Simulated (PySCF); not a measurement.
# GaAlSiH4S (SMILES [AlH]1[SiH2][GaH][S]1): r2SCAN/cc-pVDZ

Aim: the vertical ionisation energy of GaAlSiH4S at r2SCAN/cc-pVDZ, from 2 runs. 

Program for the calculation: PySCF 2.14.0.

## 1. The system as given

GaAlSiH4S has 8 atoms, charge 0, and is taken as a singlet. SMILES: `[AlH]1[SiH2][GaH][S]1`. The shape is that of a PBE0-D4/def2-TZVP optimisation.

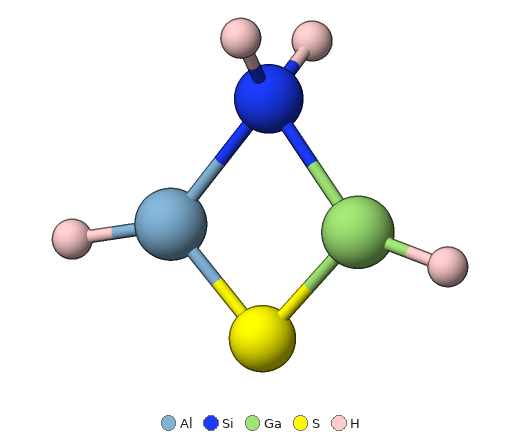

The structure, seen from a chosen angle (aluminium light blue, silicon blue, gallium green, sulfur yellow, hydrogen pink).

## 2. The energy at r2SCAN/cc-pVDZ

The input, run.py:

```python
from pyscf import gto, dft

molecule = gto.Mole()
molecule.atom = '''
Al    -0.913872     1.987992    -2.246695
Si     1.744595     0.883825     1.354934
Ga    -0.873242    -2.819660     0.877400
S     -3.005609    -1.573575    -2.582878
H     -1.408980     4.314812    -4.063856
H      1.532379     2.274663     3.795137
H      4.474305     0.395142     0.848109
H     -1.549386    -5.463198     2.017850
'''
molecule.verbose = 3
molecule.unit = 'bohr'
molecule.max_memory = 1860
molecule.basis = 'cc-pvdz'
molecule.build()

calc0 = dft.RKS(molecule, xc='r2scan')
calc0.conv_tol = 1e-10
calc0.grids.level = 3
calc0.kernel()
if not calc0.converged:
    calc0 = calc0.newton().run(calc0.mo_coeff, calc0.mo_occ)

energy = calc0.e_tot
print(f'total energy: {energy:.8f} hartree')
```

Launch:

```bash
$ OMP_NUM_THREADS=1 python run.py
```

Standard output:

```text
converged SCF energy = -2857.31013895291
total energy: -2857.31013895 hartree
```

Wall time 35 s (1 thread of Arm Neoverse V2, shared host); peak memory 0.52 GiB.

## 3. The doublet cation at the same level

The input, job.py:

```python
from pyscf import gto, dft

mol = gto.M(
    atom='''
Al      -0.483600       1.052000      -1.188900
Si       0.923200       0.467700       0.717000
Ga      -0.462100      -1.492100       0.464300
S       -1.590500      -0.832700      -1.366800
H       -0.745600       2.283300      -2.150500
H        0.810900       1.203700       2.008300
H        2.367700       0.209100       0.448800
H       -0.819900      -2.891000       1.067800
''',
    max_memory=1860,
    charge=1,
    verbose=3,
    basis='cc-pvdz',
    spin=1,
)

mf = dft.UKS(mol, xc='r2scan')
mf.grids.level = 3
mf.conv_tol = 1e-10
mf.kernel()
if not mf.converged:
    mf = mf.newton().run(mf.mo_coeff, mf.mo_occ)

etot = mf.e_tot
print('Final energy', etot)
```

Launch:

```bash
$ OMP_NUM_THREADS=1 python job.py
```

Standard output:

```text
WARN: HOMO -0.254685749541387 >= LUMO -0.254685749541388

converged SCF energy = -2856.99133143132  <S^2> = 0.763226  2S+1 = 2.0131826
Final energy -2856.9913314313176
```

Run time: 87 s. Hardware: 1 thread of Arm Neoverse V2, shared host; peak memory 0.54 GiB.

## 4. Outcome

Level: r2SCAN/cc-pVDZ.

```
                                          quantity           value
                   singlet GaAlSiH4S: total energy  -2857.31014 Eh
                  singlet GaAlSiH4S: dipole moment          1.47 D
                    singlet GaAlSiH4S: HOMO energy        -6.22 eV
                    singlet GaAlSiH4S: LUMO energy        -2.57 eV
                  singlet GaAlSiH4S: HOMO–LUMO gap         3.65 eV
                      doublet cation: total energy  -2856.99133 Eh
doublet cation: HOMO energy (highest over α and β)       -11.65 eV
 doublet cation: LUMO energy (lowest over α and β)       -11.06 eV
                              doublet cation: ⟨S²⟩           0.763
vertical ionisation energy (to the doublet cation)        8.675 eV
```

What this shows: Removing an electron at fixed nuclei costs 8.68 eV (200 kcal/mol). −ε(HOMO) before ionisation, 6.22 eV, is 2.46 eV below this ionisation energy. Mulliken charges (singlet GaAlSiH4S) run from -0.32 on S4 to +0.37 on Al1.
